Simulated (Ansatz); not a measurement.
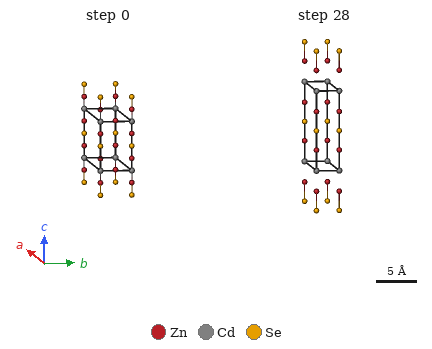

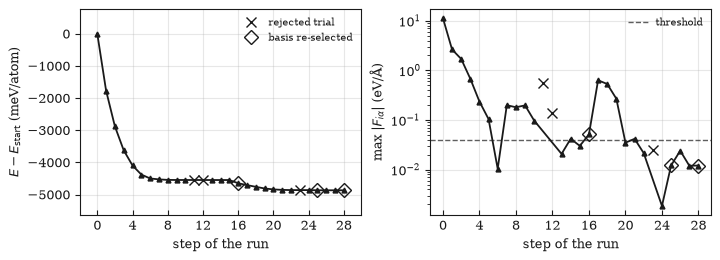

First and last geometry of a relaxation of solid Zn₂CdSe (a generated structure, set up in P6/mmm) (coarse preliminary run), with the history of the run. The picture is a ball-and-stick view of the cell of the calculation, seen from a free direction.

Level of theory: Ansatz, DFT PBE, scalar-relativistic, plane waves, PAW.

Input file:
```yaml
crystal:
  lattice:
    - [3.94182232, 0.0, 0.0]
    - [-1.97091116, 3.41371827, 0.0]
    - [0.0, 0.0, 7.05342142]
  atoms:
    - { symbol: Zn, position: [0.0, 0.0, 0.24753619] }
    - { symbol: Zn, position: [0.0, 0.0, 0.75246381] }
    - { symbol: Cd, position: [0.0, 0.0, 0.0] }
    - { symbol: Se, position: [0.0, 0.0, 0.5] }
basis:
  ecutwfc: 420
kpoints:
  mp_grid: { grid: [6, 6, 4] }
hamiltonian:
  xc: pbe
scf:
  occupations: { method: gaussian, width: 0.1 }
  lower_state_search: "off"
output:
  forces: true
  stress: true
  eigenvalues: true
relax:
  adjacent_minimum: "off"
  f_tol: 0.04
  max_steps: 70
  cell: { stress_tol: 0.4 }
```

Run as
```bash
ansatz run input.yaml --threads 1 --pin off --max-ram 2560MiB --backend cpu --events-out ev --progress --plain --runs-dir out
```

Q: What do the curves and the structures tell?

A: It converged. The energy falls by 4866 meV per atom in 22 accepted moves (28 points after the start). The largest force component goes from 11 to 0.012 eV/Å. The pressure goes from 88.12 to −0.06 GPa. The line search rejected the trial steps at points 11, 12, 23 of the run. At 3 points the geometry stayed and the basis and grid were re-selected for the new cell (energy shift of 100 meV per atom at most each time). The largest moves relative to the cell, 0.13 Å, are those of Zn1 and Zn2. Zn1 goes along +c. Se and Cd stay in place. The volume changes by −13.9 %, with a = b 3.942 → 2.870 Å (−27.2 %), c 7.053 → 11.456 Å (+62.4 %). Among the contacts that change: Cd3–Se4 3.527 → 5.728 Å, Zn1–Cd3 1.746 → 2.962 Å, Cd3–Cd3 3.942 → 2.870 Å, Se4–Se4 3.942 → 2.870 Å. Bonds break, among them: Zn1–Cd3 (1.75 → 2.96 Å), Zn2–Cd3 (1.75 → 2.96 Å). The space group stays P6/mmm (No. 191). The run took 2.8 min on 1 thread of Arm Neoverse V1, with other jobs on the host, peak memory 0.41 GiB.

```tsv
step	E − E(0), meV/atom	largest force component, eV/Å	pressure, GPa	volume, Å³/atom	note
0	0.00	11.3010	88.12	23.728	
1	-1769.00	2.6397	60.95	24.876	
2	-2878.56	1.7011	41.89	26.045	
3	-3622.27	0.6788	27.50	27.259	
4	-4094.33	0.2357	16.88	28.452	
5	-4376.21	0.1043	8.50	29.823	
6	-4498.08	0.0104	1.84	30.410	
7	-4526.40	0.1988	-0.14	28.282	
8	-4542.20	0.1809	-0.34	25.667	
9	-4544.83	0.1971	0.01	23.687	
10	-4545.66	0.0972	0.08	23.466	
11	-4547.23	0.5640	1.09	21.129	rejected
12	-4546.35	0.1393	0.31	22.332	rejected
13	-4546.40	0.0208	-0.15	22.924	
14	-4546.39	0.0419	-0.01	23.156	
15	-4546.46	0.0301	-0.01	23.091	
16	-4646.78	0.0515	4.78	23.091	same geometry, new basis
17	-4704.45	0.6325	2.17	22.689	
18	-4757.47	0.5322	1.21	21.724	
19	-4809.58	0.2690	2.41	20.145	
20	-4837.59	0.0350	0.87	20.183	
21	-4852.88	0.0418	2.69	19.341	
22	-4858.77	0.0215	0.07	20.171	
23	-4857.94	0.0251	-0.31	20.273	rejected
24	-4859.56	0.0019	0.06	20.157	
25	-4864.52	0.0122	0.52	20.157	same geometry, new basis
26	-4865.33	0.0240	0.22	20.304	
27	-4865.47	0.0120	-0.06	20.426	
28	-4865.56	0.0121	-0.06	20.426	same geometry, new basis
```

Limits of the set-up: layers or molecules are held without a dispersion correction, so their spacing is unreliable.
